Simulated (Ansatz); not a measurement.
C2H6Cl2O2Si (Si(OMe)2Cl2)

```xyz
13

Si   -0.2012    0.0064   -0.1431
O    -0.1694   -0.0033    1.4843
C    -1.3001    0.0166    2.3372
H    -1.9078    0.9232    2.1723
H    -0.9406    0.0150    3.3757
H    -1.9341   -0.8728    2.1785
O     1.3465   -0.0218   -0.6468
C     1.7811   -0.0294   -1.9949
H     1.4113   -0.9227   -2.5275
H     2.8800   -0.0457   -1.9960
H     1.4380    0.8734   -2.5294
Cl   -1.1689    1.6871   -0.8453
Cl   -1.2348   -1.6260   -0.8649
```

Geometry: r2SCAN-D4/def2-SVP.

All numbers below come from RKS PBE0-D4/def2-TZVP (Ansatz).

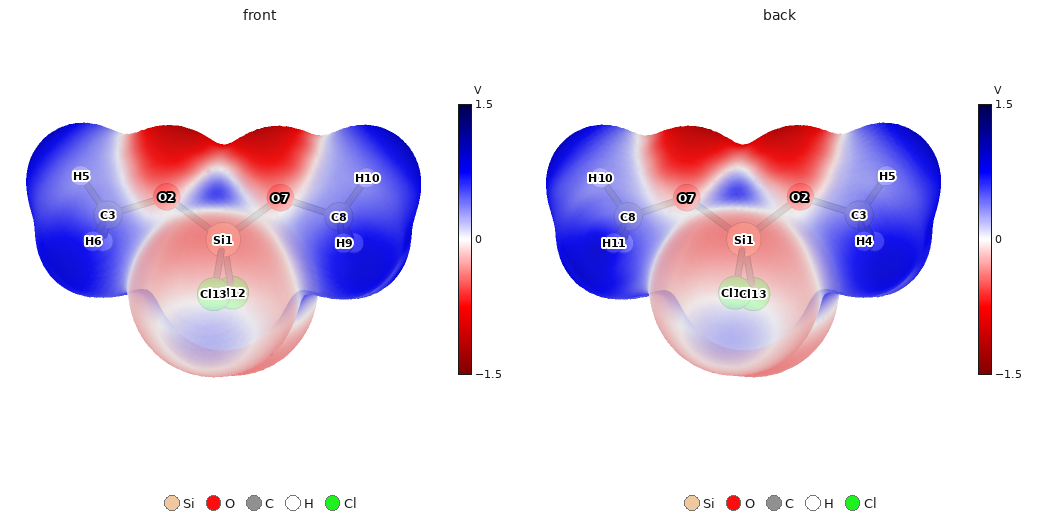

Figure 1. The electrostatic potential painted on the density surface at 0.002 e/bohr³, seen from the front and from behind; red is negative and blue positive.

Where is the surface potential most negative and most positive?

Answer. The most negative region (about −1.1 V) lies over O2 and O7, the most positive (about +1.0 V) over Si1, H5, H10 and H11. Cl12 shows a σ-hole: about +0.2 V at the tip opposite its bond, against about −0.3 V on its flanks. Cl13 shows a σ-hole: about +0.2 V at the tip opposite its bond, against about −0.2 V on its flanks.

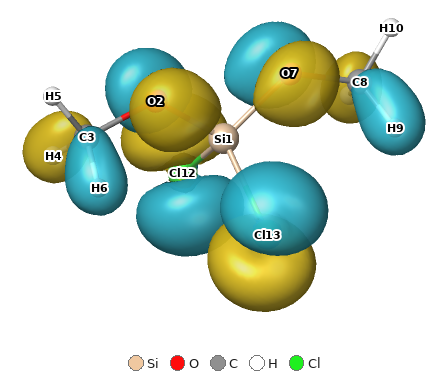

Figure 2. The HOMO−1 at ±0.1 Å⁻³ᐟ² (yellow and cyan are the two phases), seen at a tilt.

Describe this orbital and give its energy.

Answer. By Hirshfeld shares it lies mainly on Cl13 (about 25 %), Cl12 (about 25 %), O2 (about 15 %) and O7 (about 15 %); largely a combination of lone pairs on Cl13, Cl12, O2 and O7. Its energy is −8.83 eV.

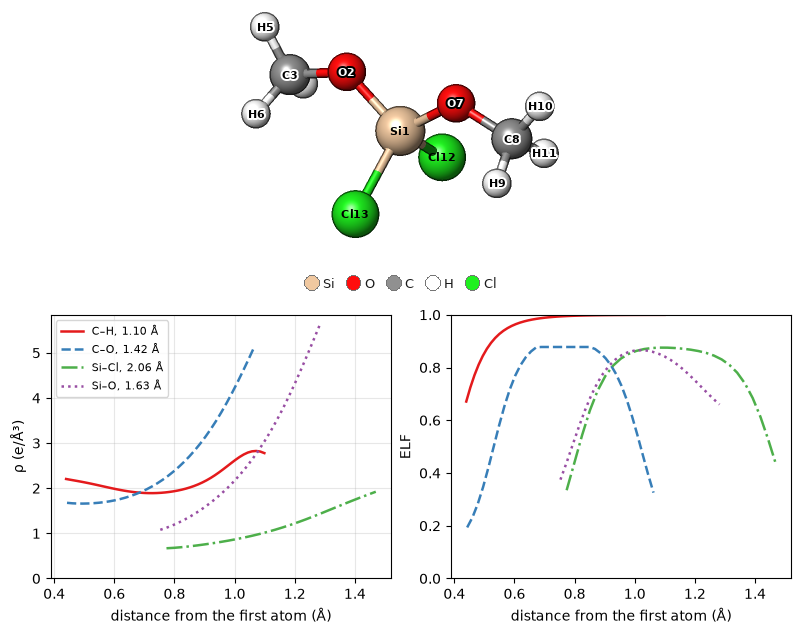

Figure 3. Total electron density and electron localisation function along straight lines between neighbouring atoms. The curves leave out the atomic cores. The structure is drawn too.

What kind of bonding do the profiles show?

Answer. C–H (1.10 Å): ρ is about 2.1 e/Å³ halfway; the ELF climbs to about 1 towards the hydrogen, as it does in any bond to H: a covalent bond by its length.
C–O (1.42 Å): the density is about 2 e/Å³ at the midpoint, with its minimum of 1.7 e/Å³ about 0.5 Å from C; the ELF peaks at about 0.90 between the atoms, as expected for a polar covalent bond.
Si–Cl (2.06 Å): ρ is about 0.91 e/Å³ halfway; the ELF peaks at about 0.90 between the atoms, as expected for a shared but strongly polarised pair.
Si–O (1.63 Å): the density is about 1.2 e/Å³ at the midpoint; the ELF peaks at about 0.85 between the atoms; a short, strongly polar bond.
